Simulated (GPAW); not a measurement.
# Optical response of BaTiO3

Wanted: where BaTiO3 starts to absorb, how strongly, and its refractive index.

Main program and level: GPAW 26.7.0; DFT, PBE, plane-wave PAW (GPAW data sets), scalar-relativistic, RPA, optical limit.

**1. Set-up**

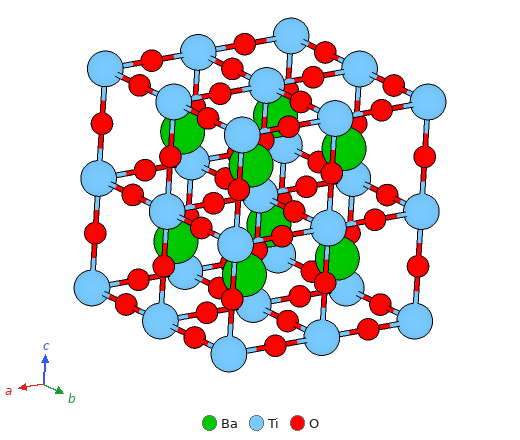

Start, viewed from a free direction; barium green, titanium blue, oxygen red. 2×2×2 cells are drawn. Some periodic images of atoms are drawn too.

**2. Ground state**

First the ground state: is it a metal or has it a gap?

This step: DFT, PBE, plane-wave PAW (GPAW data sets), scalar-relativistic, ground state (GPAW 26.7.0).

Contents of gs.py:

```python
from ase import Atoms
from ase.dft.bandgap import bandgap
from gpaw import GPAW, PW, FermiDirac

atoms = Atoms(['Ba', 'Ti', 'O', 'O', 'O'],
              cell=[[4.006000000000, 0.000000000000, 0.000000000000],
                    [0.000000000000, 4.006000000000, 0.000000000000],
                    [0.000000000000, 0.000000000000, 4.006000000000]],
              scaled_positions=[[0.500000000000, 0.500000000000, 0.500000000000],
                                [0.000000000000, 0.000000000000, 0.000000000000],
                                [0.000000000000, 0.000000000000, 0.500000000000],
                                [0.000000000000, 0.500000000000, 0.000000000000],
                                [0.500000000000, 0.000000000000, 0.000000000000]],
              pbc=[True, True, True])
atoms.calc = GPAW(mode=PW(550), xc='PBE', kpts={'size': (6, 6, 6), 'gamma': True},
                  occupations=FermiDirac(0.05), maxiter=150, txt='gs.txt')
print('energy (eV)', atoms.get_potential_energy())
print('Fermi level (eV)', atoms.calc.get_fermi_level())
print('valence electrons', atoms.calc.get_number_of_electrons())
print('gap (eV)', bandgap(atoms.calc, output=None)[0])
print('direct gap (eV)', bandgap(atoms.calc, direct=True, output=None)[0])
atoms.calc.write('gs.gpw')
```

Run with:

```sh
> OMP_NUM_THREADS=1 python gs.py
```

Numbers of over 12 decimals in the logs are rounded to 6 here.

The program printed:

```text
__  _  _
 | _ |_)|_||  |
 |__||  | ||/\| - 26.7.0

Versions:
  Python: 3.12.14
  ASE:    3.29.0
  Numpy:  2.5.5
  Scipy:  1.18.1
  Libxc:  7.0.0

Input parameters:
  mode=PW(ecut=550.0),
  kpts=MonkhorstPack(size=(6, 6, 6), gamma=True),
  maxiter=150,
  occupations=Occupations(name='fermi-dirac', width=0.05, fixmagmom=False),
  xc=XC(name='PBE')

Diagonalizing LCAO Hamiltonian
Converting LCAO to pw mode
   .---------.
  /|         |
 * |         |
 | |   Ba    |
 O |         |
 | .---------.
 |/         /
 Ti---O----*

Atoms  # Å, Bohr magnetons
|   | symbol |        x |        y |        z |    initial magnetic moments |
| 0 |     Ba | 2.003000 | 2.003000 | 2.003000 | ( 0.0000,  0.0000,  0.0000) |
| 1 |     Ti | 0.000000 | 0.000000 | 0.000000 | ( 0.0000,  0.0000,  0.0000) |
| 2 |      O | 0.000000 | 0.000000 | 2.003000 | ( 0.0000,  0.0000,  0.0000) |
| 3 |      O | 0.000000 | 2.003000 | 0.000000 | ( 0.0000,  0.0000,  0.0000) |
| 4 |      O | 2.003000 | 0.000000 | 0.000000 | ( 0.0000,  0.0000,  0.0000) |

Unit cell  # Å
| periodic |        x |        y |        z |  lengths |    angles |
|      yes | 4.006000 | 0.000000 | 0.000000 | 4.006000 | 90.000000 |
|      yes | 0.000000 | 4.006000 | 0.000000 | 4.006000 | 90.000000 |
|      yes | 0.000000 | 0.000000 | 4.006000 | 4.006000 | 90.000000 |

Number of symmetries: 48
Symmetry operations  # r_c * U_cc + t_c -> r_c
|    | kind |            matrix            |
|  0 |  E   |  1, 0, 0,  0, 1, 0,  0, 0, 1 |
|  1 |  σ   |  1, 0, 0,  0, 1, 0,  0, 0,-1 |
|  2 |  σ   |  1, 0, 0,  0, 0, 1,  0, 1, 0 |
|  3 |  C4  |  1, 0, 0,  0, 0, 1,  0,-1, 0 |
|  4 |  C4  |  1, 0, 0,  0, 0,-1,  0, 1, 0 |
|  5 |  σ   |  1, 0, 0,  0, 0,-1,  0,-1, 0 |
|  6 |  σ   |  1, 0, 0,  0,-1, 0,  0, 0, 1 |
|  7 |  C2  |  1, 0, 0,  0,-1, 0,  0, 0,-1 |
|  8 |  σ   |  0, 1, 0,  1, 0, 0,  0, 0, 1 |
|  9 |  C2  |  0, 1, 0,  1, 0, 0,  0, 0,-1 |
| 10 |  C3  |  0, 1, 0,  0, 0, 1,  1, 0, 0 |
| 11 |  S6  |  0, 1, 0,  0, 0, 1, -1, 0, 0 |
| 12 |  S6  |  0, 1, 0,  0, 0,-1,  1, 0, 0 |
| 13 |  C3  |  0, 1, 0,  0, 0,-1, -1, 0, 0 |
| 14 |  C4  |  0, 1, 0, -1, 0, 0,  0, 0, 1 |
| 15 |  S4  |  0, 1, 0, -1, 0, 0,  0, 0,-1 |
| 16 |  C3  |  0, 0, 1,  1, 0, 0,  0, 1, 0 |
| 17 |  S6  |  0, 0, 1,  1, 0, 0,  0,-1, 0 |
| 18 |  σ   |  0, 0, 1,  0, 1, 0,  1, 0, 0 |
| 19 |  C4  |  0, 0, 1,  0, 1, 0, -1, 0, 0 |
| 20 |  C2  |  0, 0, 1,  0,-1, 0,  1, 0, 0 |
| 21 |  S4  |  0, 0, 1,  0,-1, 0, -1, 0, 0 |
| 22 |  S6  |  0, 0, 1, -1, 0, 0,  0, 1, 0 |
| 23 |  C3  |  0, 0, 1, -1, 0, 0,  0,-1, 0 |
| 24 |  S6  |  0, 0,-1,  1, 0, 0,  0, 1, 0 |
| 25 |  C3  |  0, 0,-1,  1, 0, 0,  0,-1, 0 |
| 26 |  C4  |  0, 0,-1,  0, 1, 0,  1, 0, 0 |
| 27 |  σ   |  0, 0,-1,  0, 1, 0, -1, 0, 0 |
| 28 |  S4  |  0, 0,-1,  0,-1, 0,  1, 0, 0 |
| 29 |  C2  |  0, 0,-1,  0,-1, 0, -1, 0, 0 |
| 30 |  C3  |  0, 0,-1, -1, 0, 0,  0, 1, 0 |
| 31 |  S6  |  0, 0,-1, -1, 0, 0,  0,-1, 0 |
| 32 |  C4  |  0,-1, 0,  1, 0, 0,  0, 0, 1 |
| 33 |  S4  |  0,-1, 0,  1, 0, 0,  0, 0,-1 |
| 34 |  S6  |  0,-1, 0,  0, 0, 1,  1, 0, 0 |
| 35 |  C3  |  0,-1, 0,  0, 0, 1, -1, 0, 0 |
| 36 |  C3  |  0,-1, 0,  0, 0,-1,  1, 0, 0 |
| 37 |  S6  |  0,-1, 0,  0, 0,-1, -1, 0, 0 |
| 38 |  σ   |  0,-1, 0, -1, 0, 0,  0, 0, 1 |
| 39 |  C2  |  0,-1, 0, -1, 0, 0,  0, 0,-1 |
| 40 |  σ   | -1, 0, 0,  0, 1, 0,  0, 0, 1 |
| 41 |  C2  | -1, 0, 0,  0, 1, 0,  0, 0,-1 |
| 42 |  C2  | -1, 0, 0,  0, 0, 1,  0, 1, 0 |
| 43 |  S4  | -1, 0, 0,  0, 0, 1,  0,-1, 0 |
| 44 |  S4  | -1, 0, 0,  0, 0,-1,  0, 1, 0 |
| 45 |  C2  | -1, 0, 0,  0, 0,-1,  0,-1, 0 |
| 46 |  C2  | -1, 0, 0,  0,-1, 0,  0, 0, 1 |
| 47 |  i   | -1, 0, 0,  0,-1, 0,  0, 0,-1 |

BZ-sampling:
  Number of BZ points: 216
  Number of IBZ points: 20

  Monkhorst-Pack size: [6, 6, 6]
  Monkhorst-Pack shift: [0.083333, 0.083333, 0.083333]

K-points  # in reciprocal-cell coordinates
|     |                                coordinates |     weight |
|   0 | (  0.00000000,   0.00000000,   0.00000000) | 0.00462963 |
|   1 | (  0.16666667,   0.00000000,   0.00000000) | 0.02777778 |
|   2 | (  0.16666667,   0.16666667,   0.00000000) | 0.05555556 |
|   3 | (  0.16666667,   0.16666667,   0.16666667) | 0.03703704 |
|   4 | (  0.33333333,   0.00000000,   0.00000000) | 0.02777778 |
|   5 | (  0.33333333,   0.16666667,   0.00000000) | 0.11111111 |
|   6 | (  0.33333333,   0.16666667,   0.16666667) | 0.11111111 |
|   7 | (  0.33333333,   0.33333333,   0.00000000) | 0.05555556 |
|   8 | (  0.33333333,   0.33333333,   0.16666667) | 0.11111111 |
|   9 | (  0.33333333,   0.33333333,   0.33333333) | 0.03703704 |
| ... |                                            |            |
|  19 | (  0.50000000,   0.50000000,   0.50000000) | 0.00462963 |

Plane wave coefficients: 1924
Cutoff: 550.0 eV

Spin-components: 1 (collinear spins)
Bands:           28
Projectors:      27
Spin-degeneracy: 2
Datatype:        complex128

Parallelization:
  kpt:    1
  domain: 1
  band:   1

Density:
  Valence electrons: 40.0
  Components: 1
  Grid points: [24 24 24]
  Charge: 0.0  # |e|

Potential:
  Grid points: [24 24 24]

species:
  Ba:
    name:    Barium
    id:
    Z:       56.0
    valence: 10
    core:    46
    charge:  0.0  # [|e|]
    compensation charges:
      type: gauss
      rc: 0.37  # [Å]
      lmax: 2
    cutoffs:
      filter: 2.06  # [Å]
      core: 2.33  # [Å]
    projectors
    | kind |    occ | energy [eV] | rcut [Å] |
    |   5s |  2.000 |     -33.644 |    1.164 |
    |   6s |  2.000 |      -3.229 |    1.164 |
    |   5p |  6.000 |     -18.744 |    1.164 |
    |    p |        |       0.000 |    1.164 |
    |    d |        |       0.000 |    1.164 |
    |    d |        |      27.211 |    1.164 |

    Using partial waves for Ba as LCAO basis

  Ti:
    name:    Titanium
    id:
    Z:       22.0
    valence: 12
    core:    10
    charge:  0.0  # [|e|]
    compensation charges:
      type: gauss
      rc: 0.38  # [Å]
      lmax: 2
    cutoffs:
      filter: 2.23  # [Å]
      core: 1.02  # [Å]
    projectors
    | kind |    occ | energy [eV] | rcut [Å] |
    |   3s |  2.000 |     -62.623 |    1.270 |
    |   4s |  2.000 |      -4.466 |    1.270 |
    |   3p |  6.000 |     -38.862 |    1.058 |
    |   4p |  0.000 |      -1.466 |    1.058 |
    |   3d |  2.000 |      -4.258 |    1.058 |
    |    d |        |      22.953 |    1.058 |

    Using partial waves for Ti as LCAO basis

  O:
    name:    Oxygen
    id:
    Z:       8.0
    valence: 6
    core:    2
    charge:  0.0  # [|e|]
    compensation charges:
      type: gauss
      rc: 0.21  # [Å]
      lmax: 2
    cutoffs:
      filter: 1.17  # [Å]
      core: 0.83  # [Å]
    projectors
    | kind |    occ | energy [eV] | rcut [Å] |
    |   2s |  2.000 |     -23.961 |    0.688 |
    |   2p |  4.000 |      -9.029 |    0.598 |
    |    s |        |       3.251 |    0.688 |
    |    p |        |      18.182 |    0.598 |
    |    d |        |       0.000 |    0.619 |

    Using partial waves for O as LCAO basis

Reference energy: -250624.413696  # eV

eigensolver:
  PPCG
  Converge bands: occupied
  niter=2

density mixing:
  MSR1-Mixer
  Pratt-step length: 0.05
  Maximum mixing coefficient: 0.75
  Old densities: 10
  SVD Regularization: 0.005
  Good broyden scale: 1.0
  Trust region scale: 1.0
  Backstep threshold: 4.0
  History deletion threshold: 6.0
  Fourier metric: weight=20.0, sigma=0.015

occupation numbers:
  Fermi-Dirac:
    width: 0.0500  # eV

poisson solver:
  ecut: 4400.0  # eV

xc functional:
  name: PBE with 2 nearest neighbor stencil

convergence criteria:
- Maximum [total energy] change in last 3 cyles: 0.0005 eV / valence electron
- Maximum integral of absolute [dens]ity change: 0.0001 electrons / valence electron
- Maximum integral of absolute [eigenst]ate change: 4e-08 eV^2 / valence electron
maximum number of iterations: 150

SCF iterations
|iter     |      energy | eigst |  dens |
|iter:   1||  -44.253411 | -0.08 |       |
|iter:   2||  -42.475917 | -1.66 | -0.87 |
|iter:   3||  -39.197200 | -0.69 | -0.94 |
|iter:   4||  -38.931234 | -1.79 | -1.42 |
|iter:   5||  -38.882684 | -2.60 | -1.62 |
|iter:   6||  -38.889756 | -3.34 | -1.97 |
|iter:   7||  -38.889392c| -4.38 | -2.74 |
|iter:   8||  -38.889437c| -5.49 | -3.32 |
|iter:   9||  -38.889438c| -6.68 | -3.82 |
|iter:  10||  -38.889438c| -8.02c| -4.55c|

Converged in 10 steps
SCF loop duration: 34.377 s (3.438 s/step)
Energy contributions relative to reference atoms: (reference = -250624.413696)

Energy contributions:
  Kinetic:          40.191392
  Coulomb:         -42.063388
  Zero:              0.405504
  External:          0.000000
  Xc:              -37.422946
  Entropy:          -0.000000
  Spinorbit:         0.000000
  ----------------------------
  Free energy:     -38.889438
  Extrapolated:    -38.889438

dipole moment: (-35.431422, -35.431422, -35.431422)  # |e|*Ang

Fermi level: 8.542
Eigenvalues  # (at kpt = [0.000, 0.000, 0.000])
| band index |      eig [eV] | occ [0-2] |
|          0 |       -48.945 |     2.000 |
|        ... |               |           |
|         12 |         5.351 |     2.000 |
|         13 |         5.351 |     2.000 |
|         14 |         6.550 |     2.000 |
|         15 |         6.550 |     2.000 |
|         16 |         6.550 |     2.000 |
|         17 |         7.515 |     2.000 |
|         18 |         7.515 |     2.000 |
|         19 |         7.515 |     2.000 |
|         20 |         9.423 |     0.000 |
|         21 |         9.423 |     0.000 |
|         22 |         9.423 |     0.000 |
|         23 |        11.569 |     0.000 |
|         24 |        11.569 |     0.000 |
|         25 |        12.728 |     0.000 |
|         26 |        12.728 |     0.000 |
|         27 |        15.028 |     0.000 |

Gap: 1.778 eV
Transition (v -> c):
  (s=0, k=19, n=19, [0.50, 0.50, 0.50]) -> (s=0, k=0, n=20, [0.00, 0.00, 0.00])
Direct/indirect transitions are different
Direct gap: 1.908 eV
Transition at: (s=0, k=0, n=19, [0.00, 0.00, 0.00])

--- standard output ---
energy (eV) -38.889438
Fermi level (eV) 8.541844
valence electrons 40.0
gap (eV) 1.777606
direct gap (eV) 1.907782
```

Wall time 39 s (1 thread of Arm Neoverse N1, shared host); peak memory 0.17 GiB.

This step gave:

| Property | Result |
| --- | --- |
| energy | -38.89 eV |
| Fermi energy | 8.542 eV |
| gap on the k-mesh | 1.778 eV |
| direct gap on the mesh | 1.908 eV |
| electrons | 40 |

There is a gap, 1.78 eV on this mesh (points off the mesh can give less), so no carriers' term is needed.

**3. Bands for the response**

The response needs many more empty bands than the density does.

This step: DFT, PBE, plane-wave PAW (GPAW data sets), scalar-relativistic, bands at fixed density (GPAW 26.7.0).

Contents of nscf.py:

```python
from ase.dft.bandgap import bandgap
from gpaw import GPAW, FermiDirac

calc = GPAW('gs.gpw').fixed_density(kpts={'size': (7, 7, 7), 'gamma': True}, nbands=62, convergence={'bands': 56},
                                    occupations=FermiDirac(0.001), txt='nscf.txt')
print('gap (eV)', bandgap(calc, output=None)[0])
print('direct gap (eV)', bandgap(calc, direct=True, output=None)[0])
print('top band over the Fermi level (eV)', min(calc.get_eigenvalues(kpt=k)[55] for k in range(len(calc.get_ibz_k_points()))) - calc.get_fermi_level())
calc.write('full.gpw', mode='all')
```

Run with:

```sh
> OMP_NUM_THREADS=1 python nscf.py
```

The program printed:

```text
Diagonalizing LCAO Hamiltonian
Converting LCAO to pw mode
convergence criteria:
- Maximum integral of absolute [eigenst]ate change: 4e-08 eV^2 / valence electron
maximum number of iterations: 150

SCF iterations
|iter     |      energy | eigst |  dens |
|iter:   1||             | +3.39 |       |
|iter:   2||             | +2.21 |       |
|iter:   3||             | +0.97 |       |
|iter:   4||             | -0.30 |       |
|iter:   5||             | -1.15 |       |
|iter:   6||             | -2.13 |       |
|iter:   7||             | -2.95 |       |
|iter:   8||             | -3.92 |       |
|iter:   9||             | -4.74 |       |
|iter:  10||             | -5.71 |       |
|iter:  11||             | -6.52 |       |
|iter:  12||             | -7.11 |       |
|iter:  13||             | -7.47c|       |
SCF steps: 13
  __  _  _
 | _ |_)|_||  |
 |__||  | ||/\| - 26.7.0

Versions:
  Python: 3.12.14
  ASE:    3.29.0
  Numpy:  2.5.5
  Scipy:  1.18.1
  Libxc:  7.0.0

Input parameters:
  mode=PW(ecut=550.0),
  convergence={'bands': 56},
  gpts=array([24, 24, 24]),
  kpts=MonkhorstPack(size=(7, 7, 7), gamma=True),
  maxiter=150,
  nbands=62,
  occupations=Occupations(name='fermi-dirac', width=0.001, fixmagmom=False),
  parallel={},
  xc=XC(name='PBE')

--- standard output ---
gap (eV) 1.841239
direct gap (eV) 1.907782
top band over the Fermi level (eV) 30.540426
```

Wall time 93 s (1 thread); peak memory 0.22 GiB.

This step gave:

* gap on the k-mesh: 1.841 eV

[end of part 1 of 2]

[Machine, clock and banner lines and Python warnings are left out of the logs.]

[Logs are printed without paths, hosts, clocks, repeated set-up lines and the standing remarks that a program may print on its own settings, such as how far it seeks lower states.]

[Hosts, paths, dates, database ids (printed as entryN), source tags and the programs' standing remarks are cut or masked in the printed files.]
